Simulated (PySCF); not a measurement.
# H3PO (SMILES O=[PH3]): CISD/STO-3G

What is the vertical ionisation energy of H3PO at CISD/STO-3G? 

Program for the calculation: PySCF 2.14.0.

8 further runs of the same task are left out: 8 set aside as unsound or not needed.

## 1. The molecule

H3PO: 5 atoms, total charge 0, spin state singlet. SMILES: `O=[PH3]`. Geometry: relaxed at GFN2-xTB.

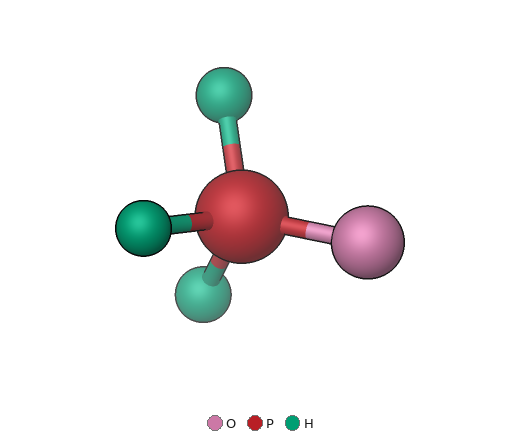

Viewed from a chosen angle; oxygen pink, phosphorus red, hydrogen teal.

## 2. The energy at CISD/STO-3G

The input, run.py:

```python
from pyscf import gto, scf, ci

molecule = gto.M(
    atom='''
O     -2.611526    -0.620340     1.007130
P     -0.110568    -0.027684     0.042576
H      1.525122     1.067431     1.775209
H      1.254136    -2.075524    -0.859618
H     -0.057164     1.656118    -1.965296
''',
    charge=0,
    max_memory=1860,
    basis='sto-3g',
    verbose=3,
    unit='bohr',
    spin=0,
)

calc0 = scf.RHF(molecule)
calc0.conv_tol = 1e-10
calc0.kernel()
if not calc0.converged:
    calc0 = calc0.newton().run(calc0.mo_coeff, calc0.mo_occ)

cisd = ci.CISD(calc0, frozen=6)
cisd.kernel()
e_tot = cisd.e_tot
print(f'total energy: {e_tot:.8f} hartree')
```

Launch:

```
$ OMP_NUM_THREADS=1 python run.py
```

Output:

```text
converged SCF energy = -412.331460058332
E(RCISD) = -412.436984987446  E_corr = -0.105524929113828
total energy: -412.43698499 hartree
```

Run time: 0.71 s. Hardware: 1 thread of Arm Neoverse V2, shared host; peak memory 0.1 GiB.

## 3. The doublet cation at the same level

The input, input.py:

```python
from pyscf import gto, scf, ci

mol = gto.M(
    atom='''
O     -1.381960    -0.328270     0.532950
P     -0.058510    -0.014650     0.022530
H      0.807060     0.564860     0.939400
H      0.663660    -1.098320    -0.454890
H     -0.030250     0.876380    -1.039990
''',
    max_memory=1860,
    verbose=3,
    basis='sto-3g',
    spin=1,
    charge=1,
)

calc0 = scf.UHF(mol)
calc0.conv_tol = 1e-10
calc0.kernel()
if not calc0.converged:
    calc0 = calc0.newton().run(calc0.mo_coeff, calc0.mo_occ)

cisd = ci.CISD(calc0, frozen=6)
cisd.kernel()
e_final = cisd.e_tot
print('E = %.10f Eh' % e_final)
```

Launch:

```
$ OMP_NUM_THREADS=1 python input.py
```

Output:

```text
SCF not converged.
SCF energy = -412.180638612359 after 50 cycles  <S^2> = 0.75695569  2S+1 = 2.0069436
converged SCF energy = -412.180638612363  <S^2> = 0.75695569  2S+1 = 2.0069436
E(UCISD) = -412.2615162647544  E_corr = -0.08087765239103693
E = -412.2615162648 Eh
```

Run time: 0.97 s. Hardware: 1 thread of Arm Neoverse V2, shared host; peak memory 0.11 GiB.

## 4. Results

At CISD/STO-3G, 6 core orbitals frozen:

| quantity | value |
| --- | --- |
| singlet H3PO: total energy | -412.43698 Eh |
| singlet H3PO: dipole moment (Hartree–Fock density) | 3.60 D |
| singlet H3PO: HOMO energy (Hartree–Fock orbitals) | -6.70 eV |
| singlet H3PO: LUMO energy (Hartree–Fock orbitals) | 13.06 eV |
| singlet H3PO: HOMO–LUMO gap (Hartree–Fock orbitals) | 19.76 eV |
| singlet H3PO: correlation energy (6 core orbitals frozen) | -105.5 mEh |
| doublet cation: total energy | -412.26152 Eh |
| doublet cation: HOMO energy (Hartree–Fock orbitals) (highest over α and β) | -18.64 eV |
| doublet cation: LUMO energy (Hartree–Fock orbitals) (lowest over α and β) | -2.12 eV |
| doublet cation: correlation energy (6 core orbitals frozen) | -80.9 mEh |
| doublet cation: ⟨S²⟩ of the reference determinant | 0.757 |
| vertical ionisation energy (to the doublet cation) | 4.775 eV |

The vertical ionisation energy comes to 4.77 eV (461 kJ/mol). In a minimal basis such a difference can be off by several eV, whatever the method. Mulliken charges (singlet H3PO) of the mean-field density run from -0.61 on O1 to +0.93 on P2. Mulliken charges (doublet cation) of the mean-field density run from -0.19 on O1 to +0.96 on P2.
